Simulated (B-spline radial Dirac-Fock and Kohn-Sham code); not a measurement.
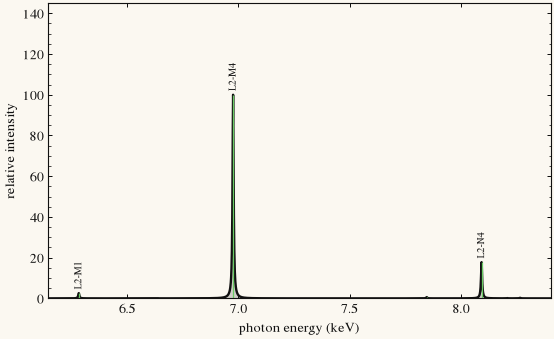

X-ray emission lines that fill an L2 (2p1/2) hole, broadened by a Lorentzian of 6.0 eV full width. Multiplet splitting by the open shell is left out. System: Tb⁺ in the configuration [Xe] 4f7 5d2 6s1, which is not the ground configuration. The calculation used independent-particle rates on relativistic LDA orbitals of the hole state (multipoles to L = 3), energies from Dirac–Fock ΔSCF (a radial B-spline solver).

Which line is the strongest, where is it and what share of the photons does it carry?

Answer. L2-M4 (Lβ1) at 6.9763 keV, 82.3 % of the radiative decays.
